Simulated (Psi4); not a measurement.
# BSiH4O2F (SMILES OB(F)O[SiH3]) at B2PLYP/6-31G(d) (density fitting for correlation, spherical functions)

What is the vertical ionisation energy of BSiH4O2F at B2PLYP/6-31G* (density fitting for correlation, spherical functions)? 

Program for the calculation: Psi4 1.11.

1 further run of the same task is left out (set aside as unsound or not needed).

## Step 1: The molecule

BSiH4O2F has 9 atoms, charge 0, and is taken as a singlet. As SMILES, `OB(F)O[SiH3]`. Geometry: relaxed at PBE0-D4/def2-TZVP. This is one conformer, not always the lowest.

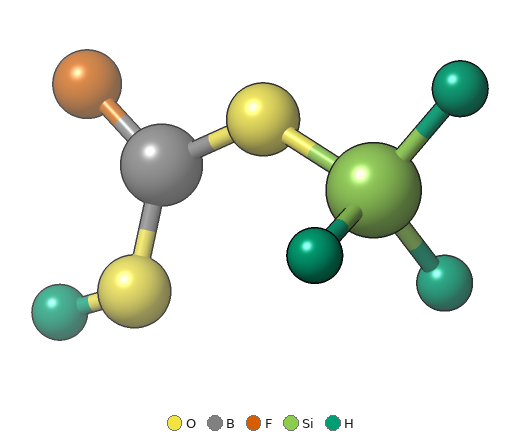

Viewed from a chosen angle; oxygen yellow, boron grey, fluorine orange, silicon green, hydrogen teal.

## Step 2: A single-point energy at B2PLYP/6-31G(d) (density fitting for correlation, spherical functions)

Input file bfh4o2si.py:

```python
import psi4

psi4.set_memory(1600000000)
psi4.set_num_threads(1)
psi4.set_output_file('psi4.out', False)

geom = psi4.geometry("""
O     -3.05020694     1.05201053     0.74455209
B     -0.74719771     2.18660210     0.66650640
F     -0.52402105     4.63134079     1.24325082
O      1.33962685     0.88231313     0.01171630
Si     1.76538215    -2.10685566    -0.80313360
H     -4.38888892     2.17299607     1.23606986
H      4.50113866    -2.40732211    -1.30561178
H      0.29196269    -2.69777302    -3.11389071
H      0.97925608    -3.80023924     1.28841527
units bohr
symmetry c1
no_reorient
no_com
""")

options = {'basis': '6-31G*', 'reference': 'rks', 'puream': True, 'e_convergence': 1e-09, 'd_convergence': 1e-08, 'scf_type': 'pk', 'dft_radial_points': 99, 'dft_spherical_points': 590, 'num_frozen_docc': 9}
psi4.set_options(options)

energy_value = psi4.energy('b2plyp')
print('E =', round(energy_value, 9))
```

Launch:

```bash
$ python bfh4o2si.py
```

psi4.out:

```text
[...]
  Running in c1 symmetry.
[...]
  Nuclear repulsion =  222.106224998276275
[...]
  Multiplicity = 1
[...]
  Nalpha       = 24
  Nbeta        = 24
[...]
    Number of basis functions: 82
[...]
   @RKS iter   1:  -566.43067372310804   -7.26929e-01   8.65737e-03 ADIIS/DIIS
[...]
   @RKS iter  11:  -566.61590908409335   -3.29692e-12   4.63994e-09 DIIS
[...]
    Orbital Energies [Eh]
    ---------------------
    Doubly Occupied:
       1A    -67.254466     2A    -25.358046     3A    -19.760612
       4A    -19.744750     5A     -7.203252     6A     -5.656011
       7A     -3.910531     8A     -3.908448     9A     -3.908426
      10A     -1.367660    11A     -1.188142    12A     -1.152971
      13A     -0.688841    14A     -0.648596    15A     -0.618361
      16A     -0.557469    17A     -0.549275    18A     -0.509299
      19A     -0.472672    20A     -0.463452    21A     -0.450549
      22A     -0.426964    23A     -0.389421    24A     -0.382581
[...]
  @RKS Final Energy:  -566.61590908409335
   => Energetics <=
    Nuclear Repulsion Energy =            222.1062249982762751
    One-Electron Energy =               -1225.6691467817809098
    Two-Electron Energy =                 462.9243745609718985
    DFT Exchange-Correlation Energy =     -25.9773618615606416
    Empirical Dispersion Energy =           0.0000000000000000
    VV10 Nonlocal Energy =                  0.0000000000000000
    Total Energy =                       -566.6159090840933459
[...]
 Multipole Moments:
 ------------------------------------------------------------------------------------
     Multipole            Electronic (a.u.)      Nuclear  (a.u.)        Total (a.u.)
 ------------------------------------------------------------------------------------
 L = 1.  Multiply by 2.5417464519 to convert [e a0] to [Debye]
 Dipole X            :         -4.4721431            3.9619999           -0.5101432
 Dipole Y            :        -32.0468876           31.8613494           -0.1855383
 Dipole Z            :         -7.3989308            7.4330487            0.0341180
 Magnitude           :                                                    0.5439067
[...]
```

Standard output:

```text
E = -566.835031099
```

Wall time 11 s (1 thread of Intel Xeon 6975P-C (Granite Rapids), shared host); peak memory 0.8 GiB.

## Step 3: The doublet cation, same level

Input file bfh4o2si.json:

```json
{
  "schema_name": "qcschema_input",
  "schema_version": 1,
  "molecule": {
    "schema_name": "qcschema_molecule",
    "schema_version": 2,
    "symbols": ["O", "B", "F", "O", "Si", "H", "H", "H", "H"],
    "geometry": [-3.05020694, 1.05201053, 0.74455209, -0.74719771, 2.1866021, 0.6665064, -0.52402105, 4.63134079, 1.24325082, 1.33962685, 0.88231313, 0.0117163, 1.76538215, -2.10685566, -0.8031336, -4.38888892, 2.17299607, 1.23606986, 4.50113866, -2.40732211, -1.30561178, 0.29196269, -2.69777302, -3.11389071, 0.97925608, -3.80023924, 1.28841527],
    "molecular_charge": 1,
    "molecular_multiplicity": 2,
    "fix_symmetry": "c1",
    "fix_com": true,
    "fix_orientation": true
  },
  "driver": "energy",
  "model": {
    "method": "b2plyp",
    "basis": "6-31G*"
  },
  "keywords": {
    "reference": "uks",
    "puream": true,
    "e_convergence": 1e-09,
    "d_convergence": 1e-08,
    "scf_type": "pk",
    "dft_radial_points": 99,
    "dft_spherical_points": 590,
    "num_frozen_docc": 9,
    "maxiter": 100
  }
}
```

Launch:

```bash
$ psi4 --qcschema bfh4o2si.json -n 1 --memory 1600MB
```

stdout:

```text
[...]
  Running in c1 symmetry.
[...]
  Nuclear repulsion =  222.106224998276275
[...]
  Multiplicity = 2
[...]
  Nalpha       = 24
  Nbeta        = 23
[...]
    Number of basis functions: 82
[...]
   @UKS iter   1:  -565.99290921079751   -2.89165e-01   8.38100e-03 DIIS/ADIIS
[...]
   @UKS iter  19:  -566.19407164613517   -4.54747e-12   9.21469e-09 DIIS
[...]
   @S^2 Observed:                7.730361201E-01
[...]
    Orbital Energies [Eh]
    ---------------------
    Alpha Occupied:
       1A    -67.504659     2A    -25.555151     3A    -20.089471
       4A    -19.990695     5A     -7.439830     6A     -5.909955
       7A     -4.164669     8A     -4.163331     9A     -4.160190
      10A     -1.563650    11A     -1.493475    12A     -1.402632
      13A     -0.968855    14A     -0.884673    15A     -0.826801
      16A     -0.822038    17A     -0.814527    18A     -0.751319
      19A     -0.723247    20A     -0.720532    21A     -0.679676
      22A     -0.665713    23A     -0.656921    24A     -0.632427
    Alpha Virtual:
      25A     -0.155611    26A     -0.098209    27A     -0.083594
[...]
  @UKS Final Energy:  -566.19407164613517
   => Energetics <=
    Nuclear Repulsion Energy =            222.1062249982762751
    One-Electron Energy =               -1213.9750973402569798
    Two-Electron Energy =                 451.4649286840932518
    DFT Exchange-Correlation Energy =     -25.7901279882476615
    Empirical Dispersion Energy =           0.0000000000000000
    VV10 Nonlocal Energy =                  0.0000000000000000
    Total Energy =                       -566.1940716461351712
[...]
 Multipole Moments:
 ------------------------------------------------------------------------------------
     Multipole            Electronic (a.u.)      Nuclear  (a.u.)        Total (a.u.)
 ------------------------------------------------------------------------------------
 L = 1.  Multiply by 2.5417464519 to convert [e a0] to [Debye]
 Dipole X            :         -3.9217820            3.9619999            0.0402179
 Dipole Y            :        -32.7907006           31.8613494           -0.9293512
 Dipole Z            :         -7.6712075            7.4330487           -0.2381588
 Magnitude           :                                                    0.9602243
[...]
```

The result, in JSON:

```text
{
 "driver": "energy",
 "model": {
  "method": "b2plyp",
  "basis": "6-31G*"
 },
 "success": true,
 "return_result": -566.4158199664007,
 "properties": {
  "calcinfo_nbasis": 82,
  "calcinfo_nmo": 82,
  "calcinfo_nalpha": 24,
  "calcinfo_nbeta": 23,
  "calcinfo_natom": 9,
  "nuclear_repulsion_energy": 222.10622499827628,
  "return_energy": -566.4158199664007,
  "scf_one_electron_energy": -1213.975097340257,
  "scf_two_electron_energy": 451.46492868409325,
  "scf_xc_energy": -25.79012798824766,
  "scf_dipole_moment": [0.040217890543416956, -0.9293512175488665, -0.23815878766088971],
  "scf_total_energy": -566.1940716461352,
  "scf_iterations": 19
 }
}
```

Run time: 23 s. Hardware: 1 thread of Intel Xeon 6975P-C (Granite Rapids), shared host; peak memory 0.8 GiB.

## Step 4: What came out

Level: B2PLYP/6-31G* (density fitting for correlation, spherical functions), 9 core orbitals frozen.

| quantity | value |
| --- | --- |
| singlet BSiH4O2F: total energy | -566.83503 Eh |
| singlet BSiH4O2F: HOMO energy (SCF part's orbitals) | -10.41 eV |
| singlet BSiH4O2F: LUMO energy (SCF part's orbitals) | 1.75 eV |
| singlet BSiH4O2F: HOMO–LUMO gap (SCF part's orbitals) | 12.16 eV |
| doublet cation: total energy | -566.41582 Eh |
| doublet cation: HOMO energy (SCF part's orbitals) (highest over α and β) | -16.69 eV |
| doublet cation: LUMO energy (SCF part's orbitals) (lowest over α and β) | -12.49 eV |
| doublet cation: ⟨S²⟩ | 0.773 |
| vertical ionisation energy (to the doublet cation) | 11.407 eV |

The vertical ionisation energy comes to 11.41 eV (1101 kJ/mol). −ε(HOMO) before ionisation, 10.41 eV, is 1.00 eV below this ionisation energy.
